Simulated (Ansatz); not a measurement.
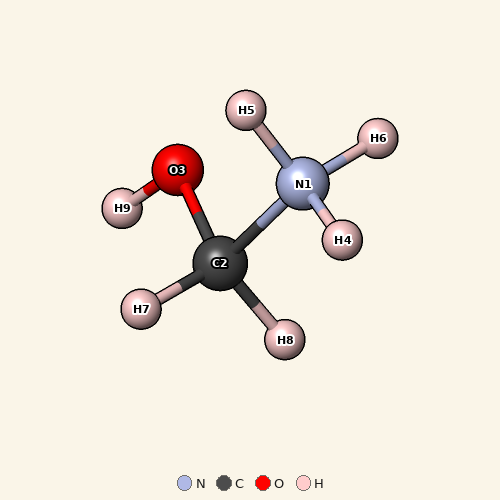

The system is CH₆NO, SMILES [NH3+]CO, charge +1; the picture shows the reference structure. The first coordinate is: dihedral N1–C2–O3–H9; the second: dihedral H4–N1–C2–O3. Nothing is relaxed (all other coordinates rigid). Grid: 15 × 15 points; 191 points were computed and 34 follow by symmetry. Points are written as (first, second). Energies: kJ/mol, counted from the lowest grid point. Level of theory: Ansatz, RKS PBE0-D4/def2-TZVP.

Its coordinates:

```xyz
9

N    -0.5635    0.6245   -0.4996
C     0.2163   -0.5337    0.0451
O     0.8055    0.0000    1.1652
H    -1.0704    0.3853   -1.3543
H     0.0726    1.4029   -0.6955
H    -1.2322    0.9483    0.2054
H     0.9203   -0.8418   -0.7353
H    -0.5011   -1.3362    0.2480
H     1.3526   -0.6493    1.6211
```

Range: dihedral N1–C2–O3–H9 from −180 to 156°; dihedral H4–N1–C2–O3 from 90.0 to 270.0°.

Question: What will the energy surface look like?

Answer: The lowest grid point is at (−180°, 180.0°). The energy also falls towards the edge at (−156°, 90.0°) (6 kJ/mol above the lowest) and (156°, 270.0°) (6 kJ/mol above the lowest), where a further well may lie outside the range. The highest grid point, (12°, 115.7°), lies 85 kJ/mol above the lowest. On the interpolated surface the easiest way out of the lowest well to its copy in the next cell or period passes a barrier of about 61 kJ/mol. At the highest point the unbonded atoms H5···H9 come to 1.65 Å, against 3.35 Å at the lowest; the sum of their van der Waals radii is about 2.4 Å.

```csv
"dihedral H4–N1–C2–O3 ↓, dihedral N1–C2–O3–H9 →",−180,−156,−132,−108,−84,−60,−36,−12,12,36,60,84,108,132,156
270.0,6,7,9,14,23,38,59,73,69,51,31,18,10,7,6
257.1,10,10,13,17,26,42,64,81,77,57,36,22,14,11,10
244.3,12,12,14,18,27,43,66,85,83,63,40,25,17,13,12
231.4,11,11,13,16,25,40,62,83,84,65,42,26,17,13,12
218.6,8,8,9,13,20,35,56,75,79,62,40,24,15,11,9
205.7,4,4,5,8,16,29,49,66,70,56,35,20,11,7,5
192.9,1,1,2,6,13,26,45,60,62,49,30,15,7,4,2
180.0,0,0,2,5,13,26,44,59,59,44,26,13,5,2,0
167.1,1,2,4,7,15,30,49,62,60,45,26,13,6,2,1
154.3,4,5,7,11,20,35,56,70,66,49,29,16,8,5,4
141.4,8,9,11,15,24,40,62,79,75,56,35,20,13,9,8
128.6,11,12,13,17,26,42,65,84,83,62,40,25,16,13,11
115.7,12,12,13,17,25,40,63,83,85,66,43,27,18,14,12
102.9,10,10,11,14,22,36,57,77,81,64,42,26,17,13,10
90.0,6,6,7,10,18,31,51,69,73,59,38,23,14,9,7
```

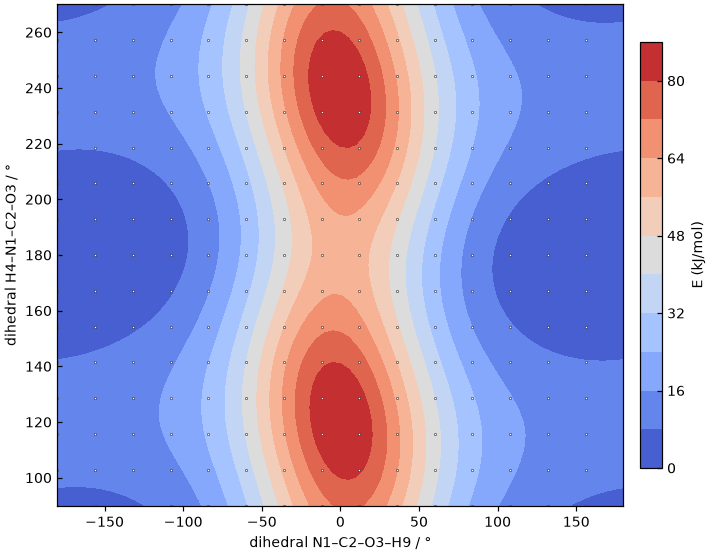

Drawn: filled contours, dots at the grid points. Between grid points the surface is interpolated.

Each point was launched as `ansatz run input.yaml --threads 1 --pin off --max-ram 2560MiB --backend cpu --events-out ev --progress --plain --runs-dir out`. Time for the 191 points that were run: 9.2 min on 1 thread of Arm Neoverse V2 (shared host).
